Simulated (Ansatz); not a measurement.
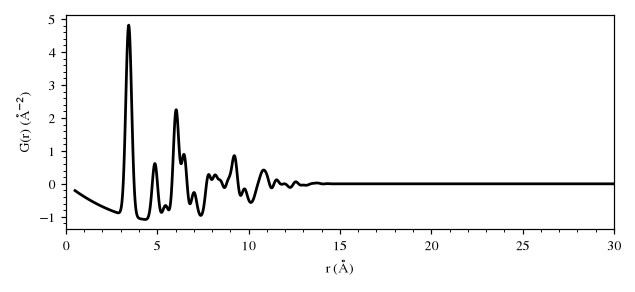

The curve is a calculated X-ray PDF: distances of the static structure, each pair weighted by the product of the atomic numbers (X-ray weights at Q = 0), broadened by Gaussians with σ = 0.15 Å, for spherical particles of Lu with the bulk structure: the bulk G(r) is multiplied by the envelope of a sphere of diameter D, 1 − 3r/2D + r³/2D³, with no surface relaxation. The number density is 0.0344 atoms per Å³. Structure used: the geometry relaxed at fixed volume with DFT r2SCAN, scalar-relativistic, plane waves, PAW in Ansatz 0.2.0.

Estimate the particle diameter.

Answer. About 15 Å (1.5 nm): the signal vanishes at r = D, fading from view somewhat earlier.

Roughly how many atoms does one particle hold?

Answer. About 61 (number density 0.0344 Å⁻³ times πD³/6).
